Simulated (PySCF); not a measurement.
# SiO (SMILES O=[Si]): B3LYP/STO-6G

What is the vertical singlet–triplet gap of SiO at B3LYP/STO-6G? The job is set up through a Python script.

The results are computed with PySCF 2.14.0.

24 further runs of the same task are left out: 13 that didn't finish, 11 set aside as unsound or not needed.

### Step 1. The molecule

SiO: 2 atoms, total charge 0, spin state singlet. SMILES: `O=[Si]`. The shape is that of a PBE0-D4/def2-TZVP optimisation.

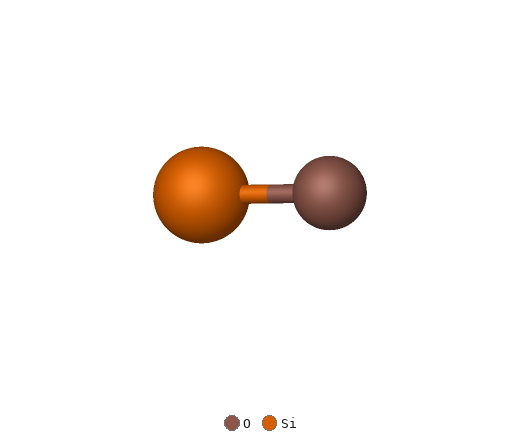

The structure, seen from a chosen angle (oxygen brown, silicon orange).

### Step 2. The energy at B3LYP/STO-6G

run.py

```python
# O=[Si]
from pyscf import gto, dft

mol = gto.M(
    atom='O -0.640700 0.231500 -0.324000; Si 0.640700 -0.231500 0.324000',
    max_memory=1860,
    basis='sto-6g',
    charge=0,
    verbose=4,
)

mf = dft.RKS(mol)
mf.xc = 'b3lyp'
mf.grids.level = 5
mf.conv_tol = 1e-10
mf.kernel()
if not mf.converged:
    mf = mf.newton().run(mf.mo_coeff, mf.mo_occ)

energy = mf.e_tot
print('E(%s) = %.9f' % ('B3LYP', energy))
```

Started as:

```console
$ OMP_NUM_THREADS=1 python run.py
```

Standard output:

```text
PySCF version 2.14.0

[INPUT] num. atoms = 2
[INPUT] num. electrons = 22
[INPUT] charge = 0
[INPUT] spin (= nelec alpha-beta = 2S) = 0
[INPUT] symmetry False subgroup None
[INPUT] Mole.unit = angstrom
[INPUT] Symbol           X                Y                Z      unit          X                Y                Z       unit  Magmom
[INPUT]  1 O     -0.640700000000   0.231500000000  -0.324000000000 AA   -1.210747528009   0.437471597837  -0.612271264359 Bohr   0.0
[INPUT]  2 Si     0.640700000000  -0.231500000000   0.324000000000 AA    1.210747528009  -0.437471597837   0.612271264359 Bohr   0.0

nuclear repulsion = 39.2833323697854
number of shells = 8
number of NR pGTOs = 84
number of NR cGTOs = 14
basis = sto-6g
ecp = {}

******** <class 'pyscf.dft.rks.RKS'> ********
method = RKS
initial guess = minao
damping factor = 0
level_shift factor = 0
DIIS = <class 'pyscf.scf.diis.CDIIS'>
diis_start_cycle = 1
diis_space = 8
diis_damp = 0
SCF conv_tol = 1e-10
SCF conv_tol_grad = None
SCF max_cycles = 50
direct_scf = True
direct_scf_tol = 1e-13
XC library pyscf.dft.libxc version 7.0.0
    S. Lehtola, C. Steigemann, M. J.T. Oliveira, and M. A.L. Marques.,  SoftwareX 7, 1–5 (2018)
XC functionals = b3lyp
    P. J. Stephens, F. J. Devlin, C. F. Chabalowski, and M. J. Frisch.,  J. Phys. Chem. 98, 11623 (1994)
radial grids:
    Treutler-Ahlrichs [JCP 102, 346 (1995); DOI:10.1063/1.469408] (M4) radial grids

becke partition: Becke, JCP 88, 2547 (1988); DOI:10.1063/1.454033
pruning grids: <function nwchem_prune>
grids dens level: 5
symmetrized grids: False
atomic radii adjust function: <function treutler_atomic_radii_adjust>
small_rho_cutoff = 0
Set gradient conv threshold to 1e-05
Initial guess from minao.
tot grids = 86536
init E= -363.206297085541
  HOMO = -0.279116942391569  LUMO = 0.00184617421484573  gap/eV = 7.64540
cycle= 1 E= -362.976381034846  delta_E= 0.23  |g|= 0.802  |ddm|= 2.01
  HOMO = 0.122665252453398  LUMO = 0.362126588339963  gap/eV = 6.51607
cycle= 2 E= -359.790858966971  delta_E= 3.19  |g|=  2.7  |ddm|= 4.26
  HOMO = -0.146891193383534  LUMO = 0.123333133621339  gap/eV = 7.35318
cycle= 3 E= -363.297192974667  delta_E= -3.51  |g|= 0.0653  |ddm|= 3.47
  HOMO = -0.157573442678196  LUMO = 0.123074032331779  gap/eV = 7.63681
cycle= 4 E= -363.298296069014  delta_E= -0.0011  |g|= 0.0329  |ddm|= 0.0514
  HOMO = -0.156361442680903  LUMO = 0.122938686769406  gap/eV = 7.60014
cycle= 5 E= -363.298463207984  delta_E= -0.000167  |g|= 0.0233  |ddm|= 0.0115
  HOMO = -0.155827284388769  LUMO = 0.123139882662702  gap/eV = 7.59108
cycle= 6 E= -363.298592101897  delta_E= -0.000129  |g|= 0.011  |ddm|= 0.0131
  HOMO = -0.155465655848495  LUMO = 0.123219949382135  gap/eV = 7.58342
cycle= 7 E= -363.298626134968  delta_E= -3.4e-05  |g|= 0.00285  |ddm|= 0.00856
  HOMO = -0.155341663428324  LUMO = 0.123253205981569  gap/eV = 7.58095
cycle= 8 E= -363.298628562429  delta_E= -2.43e-06  |g|= 0.000119  |ddm|= 0.00285
  HOMO = -0.155337336984964  LUMO = 0.123254659946243  gap/eV = 7.58087
cycle= 9 E= -363.298628566682  delta_E= -4.25e-09  |g|= 6.86e-06  |ddm|= 0.000118
  HOMO = -0.155337007672957  LUMO = 0.123254736285593  gap/eV = 7.58087
cycle= 10 E= -363.298628566696  delta_E= -1.37e-11  |g|= 1.06e-08  |ddm|= 7.17e-06
  HOMO = -0.155337009471041  LUMO = 0.123254735599976  gap/eV = 7.58087
Extra cycle  E= -363.298628566696  delta_E= -1.71e-13  |g|= 3.61e-08  |ddm|= 4.91e-08
converged SCF energy = -363.298628566696
E(B3LYP) = -363.298628567
```

Wall time 1.9 s (1 thread of Intel Xeon Platinum 8488C (Sapphire Rapids), shared host); peak memory 0.16 GiB.

### Step 3. The triplet at the same level

calc.py

```python
from pyscf import gto, dft

system = gto.M(
    atom='''
O     -1.210748     0.437472    -0.612271
Si     1.210748    -0.437472     0.612271
''',
    basis='sto-6g',
    max_memory=1860,
    verbose=4,
    spin=2,
    unit='bohr',
    charge=0,
)

mf = dft.UKS(system, xc='b3lyp')
mf.grids.level = 5
mf.conv_tol = 1e-10
mf.kernel()
if not mf.converged:
    mf = mf.newton().run(mf.mo_coeff, mf.mo_occ)

energy = mf.e_tot
print(f'total energy: {energy:.8f} hartree')
```

Started as:

```console
$ OMP_NUM_THREADS=1 python calc.py
```

Standard output:

```text
PySCF version 2.14.0

[INPUT] num. atoms = 2
[INPUT] num. electrons = 22
[INPUT] charge = 0
[INPUT] spin (= nelec alpha-beta = 2S) = 2
[INPUT] symmetry False subgroup None
[INPUT] Mole.unit = bohr
[INPUT] Symbol           X                Y                Z      unit          X                Y                Z       unit  Magmom
[INPUT]  1 O     -0.640700249767   0.231500212816  -0.323999860107 AA   -1.210748000000   0.437472000000  -0.612271000000 Bohr   0.0
[INPUT]  2 Si     0.640700249767  -0.231500212816   0.323999860107 AA    1.210748000000  -0.437472000000   0.612271000000 Bohr   0.0

nuclear repulsion = 39.2833210508987
number of shells = 8
number of NR pGTOs = 84
number of NR cGTOs = 14
basis = sto-6g
ecp = {}

******** <class 'pyscf.dft.uks.UKS'> ********
method = UKS
initial guess = minao
damping factor = 0
level_shift factor = 0
DIIS = <class 'pyscf.scf.diis.CDIIS'>
diis_start_cycle = 1
diis_space = 8
diis_damp = 0
SCF conv_tol = 1e-10
SCF conv_tol_grad = None
SCF max_cycles = 50
direct_scf = True
direct_scf_tol = 1e-13
number electrons alpha = 12  beta = 10
XC library pyscf.dft.libxc version 7.0.0
    S. Lehtola, C. Steigemann, M. J.T. Oliveira, and M. A.L. Marques.,  SoftwareX 7, 1–5 (2018)
XC functionals = b3lyp
    P. J. Stephens, F. J. Devlin, C. F. Chabalowski, and M. J. Frisch.,  J. Phys. Chem. 98, 11623 (1994)
radial grids:
    Treutler-Ahlrichs [JCP 102, 346 (1995); DOI:10.1063/1.469408] (M4) radial grids

becke partition: Becke, JCP 88, 2547 (1988); DOI:10.1063/1.454033
pruning grids: <function nwchem_prune>
grids dens level: 5
symmetrized grids: False
atomic radii adjust function: <function treutler_atomic_radii_adjust>
small_rho_cutoff = 0
Set gradient conv threshold to 1e-05
tot grids = 86536
init E= -363.206296558003

[... the frontier-level lines of each cycle are left out ...]



cycle= 1 E= -362.811032399938  delta_E= 0.395  |g|= 0.529  |ddm|= 1.88


cycle= 2 E= -360.294946180922  delta_E= 2.52  |g|= 1.65  |ddm|= 2.84


cycle= 3 E= -363.105338808033  delta_E= -2.81  |g|= 0.109  |ddm|=  2.2


cycle= 4 E= -363.105593657679  delta_E= -0.000255  |g|= 0.111  |ddm|= 0.115


cycle= 5 E= -363.108337249815  delta_E= -0.00274  |g|= 0.0915  |ddm|= 0.0302


cycle= 6 E= -363.114162461288  delta_E= -0.00583  |g|= 0.00452  |ddm|= 0.124


cycle= 7 E= -363.11419790191  delta_E= -3.54e-05  |g|= 0.00112  |ddm|= 0.0214


cycle= 8 E= -363.114199049768  delta_E= -1.15e-06  |g|= 0.000206  |ddm|= 0.00286


cycle= 9 E= -363.114199080009  delta_E= -3.02e-08  |g|= 4.06e-05  |ddm|= 0.000228


cycle= 10 E= -363.114199081249  delta_E= -1.24e-09  |g|= 5.14e-06  |ddm|= 6.4e-05


cycle= 11 E= -363.114199081284  delta_E= -3.5e-11  |g|= 1.91e-06  |ddm|= 1.86e-05


Extra cycle  E= -363.114199081262  delta_E= 2.21e-11  |g|= 5.89e-06  |ddm|= 1.04e-05
converged SCF energy = -363.114199081262  <S^2> = 2.0028776  2S+1 = 3.0019178
total energy: -363.11419908 hartree
```

Wall time 2.6 s (1 thread of Intel Xeon Platinum 8488C (Sapphire Rapids), shared host); peak memory 0.17 GiB.

### Step 4. Outcome

Level: B3LYP/STO-6G.

| quantity | value |
| --- | --- |
| singlet: total energy | -363.29863 Eh |
| singlet: dipole moment | 1.39 D |
| singlet: HOMO energy | -4.23 eV |
| singlet: LUMO energy | 3.35 eV |
| singlet: HOMO–LUMO gap | 7.58 eV |
| triplet: total energy | -363.11420 Eh |
| triplet: dipole moment | 1.54 D |
| triplet: HOMO energy (highest over α and β) | 0.91 eV |
| triplet: ⟨S²⟩ | 2.003 |
| vertical energy of the triplet above the singlet | 5.019 eV |

What this shows: At this shape the triplet lies 5.02 eV (116 kcal/mol) above the singlet. In a minimal basis such a difference can be off by several eV, whatever the method.
